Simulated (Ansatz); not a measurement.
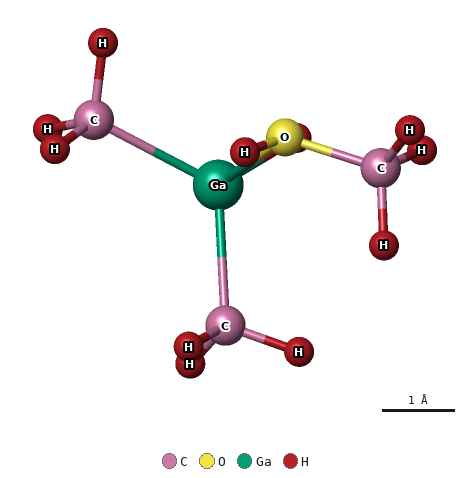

**Figure 1.** The structure (ball-and-stick view, seen at a tilt). Sticks mark near contacts. Bond lengths as drawn: C–Ga 1.98 to 1.99 Å, C–H 1.09 Å, C–O 1.43 Å, Ga–H 1.59 Å, Ga–O 2.19 Å and H–O 0.96 Å.

Single-point calculation, with input and output: C3H11GaO

- system: C3H11GaO, SMILES C[OH+][GaH-]([CH3])[CH3]
- method: RKS PBE0-D4/def2-TZVPP (Ansatz 0.2.0)

The geometry comes from this level: PBE0-D4/def2-TZVP.

### Input
```yaml
crystal:
  periodic: [false, false, false]
  atoms:
    - {symbol: C, position_ang: [-0.163840, 0.696257, -2.210612]}
    - {symbol: O, position_ang: [0.054963, 1.088878, -0.857365]}
    - {symbol: Ga, position_ang: [-0.638938, -0.267022, 0.710954]}
    - {symbol: C, position_ang: [0.447434, -1.858654, 0.213942]}
    - {symbol: C, position_ang: [-0.038161, 0.843209, 2.240804]}
    - {symbol: H, position_ang: [-1.220591, 0.448314, -2.290496]}
    - {symbol: H, position_ang: [0.431757, -0.181930, -2.470500]}
    - {symbol: H, position_ang: [0.067254, 1.522511, -2.885979]}
    - {symbol: H, position_ang: [0.981311, 1.311485, -0.726552]}
    - {symbol: H, position_ang: [-2.156241, -0.231065, 0.253877]}
    - {symbol: H, position_ang: [0.285526, -2.658252, 0.943429]}
    - {symbol: H, position_ang: [1.519598, -1.639930, 0.217132]}
    - {symbol: H, position_ang: [0.180326, -2.262788, -0.765771]}
    - {symbol: H, position_ang: [-0.356024, 0.386105, 3.182599]}
    - {symbol: H, position_ang: [1.051200, 0.933546, 2.283220]}
    - {symbol: H, position_ang: [-0.468574, 1.846636, 2.205414]}
basis:
  gaussian: {orbitals: def2-TZVPP}
hamiltonian: {xc: pbe0, dispersion: d4}
output: {orbitals: {seedname: orbitals}}
```

Machine: 4 threads of Arm Neoverse V2, 23 GiB of memory available, shared host.

Run as:
```bash
ansatz run in.yaml --threads 4 --pin off --events-out ev --progress --plain --max-ram 11315MiB
```

### The program's output
```
Functional definition: PBE0
  name "PBE0"
  cite "Adamo & Barone, J. Chem. Phys. 110, 6158 (1999) doi:10.1063/1.478522"
  cite "Perdew, Burke & Ernzerhof, Phys. Rev. Lett. 77, 3865 (1996) doi:10.1103/PhysRevLett.77.3865"
  parent pbe
  parameter a = 0.25
  parameter kappa = 0.804
  parameter beta = 0.06672455060314922
  exchange = (1 - a)*pbe_x(kappa = kappa, mu = beta*pi^2/3) + a*exact_x
  correlation = pbe_c(beta = beta)
1753 factors; their error is unknown
mean field evaluation 1: about -57689.7820 eV, gradient 8.5e1 eV
mean field evaluation 2: about -57683.1106 eV, gradient 9.8e1 eV
mean field evaluation 4: about -57704.3569 eV, gradient 5.2e0 eV
mean field evaluation 8: about -57704.4040 eV, gradient 7.3e-2 eV
mean field evaluation 16: about -57704.5815 eV, gradient 9.0e-5 eV
mean field -57704.58151049 eV, -2120.6042569405 hartree, gradient 1.6e-5 eV, S^2 0.000000; 0 other end points of the search recorded, 0 dependent functions left out
reference -57704.58154971 eV, -2120.6042583818 hartree; 34, 34 occupied and 292, 292 virtual orbitals, 1753 factors
Total energy: -57704.84580936 eV, -2120.6139697446 hartree
```

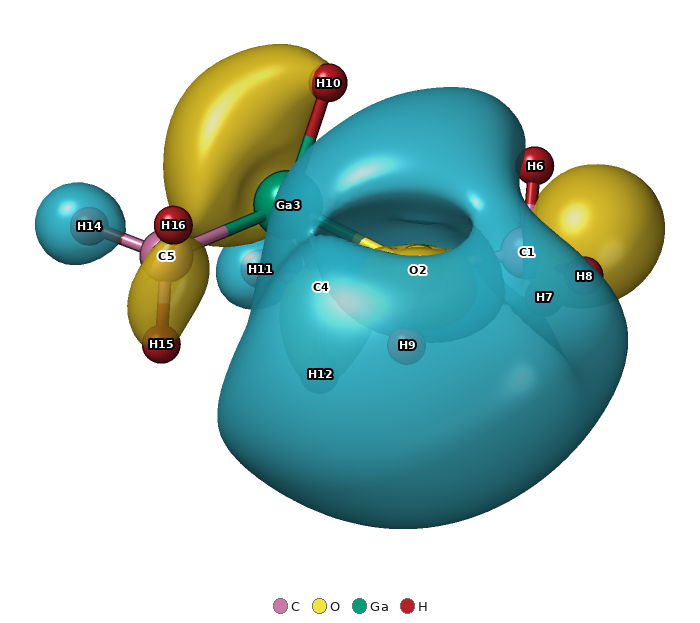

**Figure 2.** One frontier orbital at ±0.06 Å⁻³ᐟ² (yellow and cyan are the two phases), seen from the side. The LUMO, at 0.10 eV. By Hirshfeld shares it lies mainly on H9 (35 %), Ga3 (15 %), O2 (15 %) and C1 (10 %).

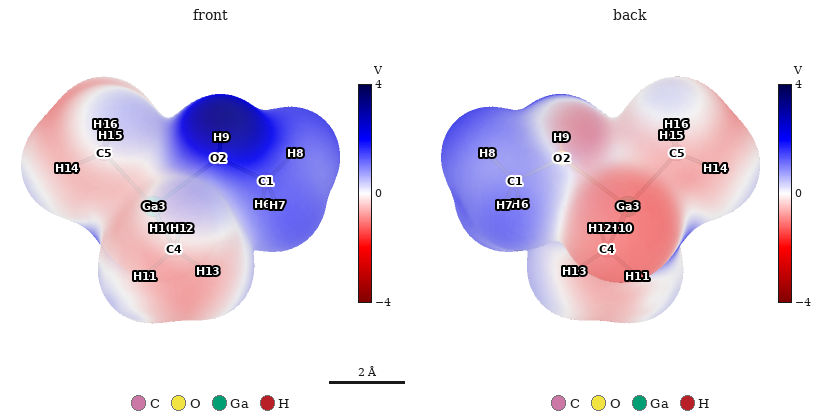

**Figure 3.** The molecular electrostatic potential painted on the density surface at 0.002 e/bohr³, seen at a tilt and from behind; red is negative and blue positive.

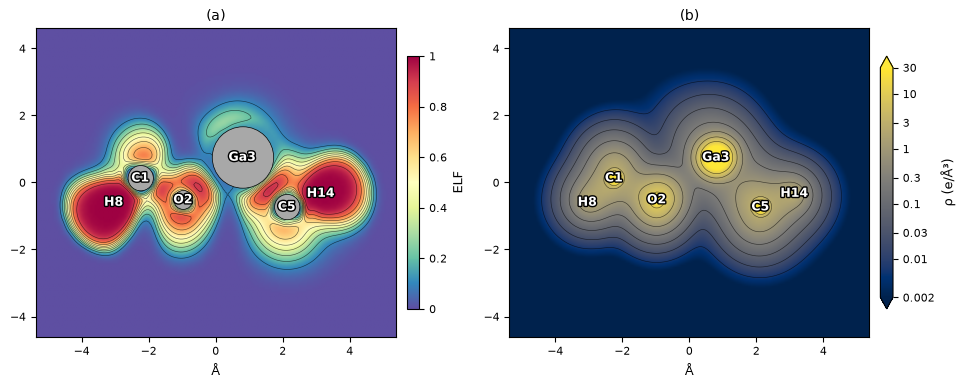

**Figure 4.** (a) ELF; (b) electron density on the plane of atoms O2, Ga3 and C5. Grey discs, where drawn, cover atomic cores. The section cuts through C, O, Ga and H sites. C–O (1.43 Å): ρ at the midpoint is about 2 e/Å³, with its minimum of 1.7 e/Å³ about 0.5 Å from C; the ELF peaks at about 0.90 between the atoms (a polar covalent bond). C–Ga (1.98 Å): ρ is about 0.76 e/Å³ halfway; the ELF peaks at about 0.90 in the valence shell of C, 0.7 Å from its nucleus, and is about 0.55 at the midpoint.

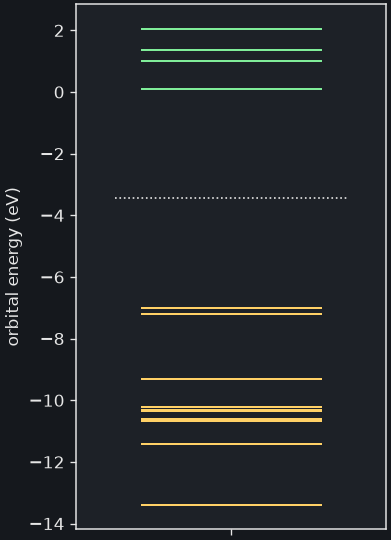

**Figure 5.** Orbital energies near the frontier; the dotted line parts filled from empty levels, and levels within 0.02 eV of each other stand side by side. Highest filled −7.00 eV, lowest empty 0.10 eV, 7.10 eV apart.

### Results in brief

| quantity | value |
| --- | --- |
| outcome | converged |
| total energy | −57704.8458 eV |
| mean-field energy | −57704.5815 eV |
| dispersion energy | −0.2643 eV |
| SCF solution under orbital rotations | stable |
| HOMO | −7.00 eV |
| LUMO | 0.10 eV |
| wall time | 6.5 s (CPU time 23 s) |
| peak memory | 1.1 GiB |
